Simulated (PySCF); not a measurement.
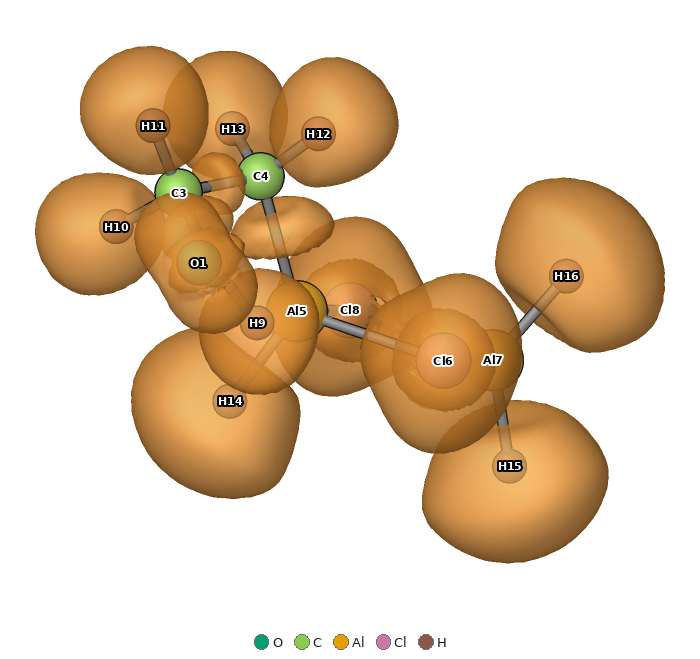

C₃H₈Al₂Cl₂O. Isosurface of the ELF at 0.8 (orange), seen at an oblique angle. Core shells and regions of very low density are left out.

Geometry: GFN2-xTB.

The calculation used PBE0/pcSseg-1, SCF density, gas phase, non-relativistic (PySCF).

Input

```
{"job": {"kind": "nmr", "xc": "PBE0", "basis": "pcSseg-1"}, "charge": 0, "multiplicity": 1}
O     -2.738275    -0.322935    -2.071871
C     -2.027741    -0.069754    -1.150387
C     -2.237967    -0.347440     0.294359
C     -0.905120    -0.796080     0.917125
Al     0.387631     0.642103     0.391527
Cl     1.957628     0.027116    -1.039793
Al     3.497728     0.277876     0.488904
Cl     1.975157     0.865350     1.924385
H     -1.023222     0.436570    -1.303200
H     -2.544828     0.602395     0.745602
H     -3.051712    -1.063976     0.430749
H     -0.679430    -1.807817     0.549031
H     -1.058155    -0.918045     1.997672
H      0.040083     2.114095     0.085958
H      4.376498     1.488542     0.121401
H      4.024126    -1.119058     0.874612
```

Launched as:

```sh
OMP_NUM_THREADS=1 python probes_run.py task.json out
```

Question: What do the ELF domains correspond to?

Answer: The surface consists of one region between bonded Al–C atoms (shared pairs), two regions between bonded C–C atoms (shared pairs), eight regions around hydrogen nuclei, two regions on Cl in which the atom's valence shell and bonds are merged and one region on O in which the atom's valence shell and bonds are merged. Profiles from the grid: C–O (1.19 Å): the ELF peaks at about 0.85 between the atoms (a short, multiple covalent bond). C–C (1.49 Å): the ELF peaks at about 0.95 between the atoms: a shared electron pair.
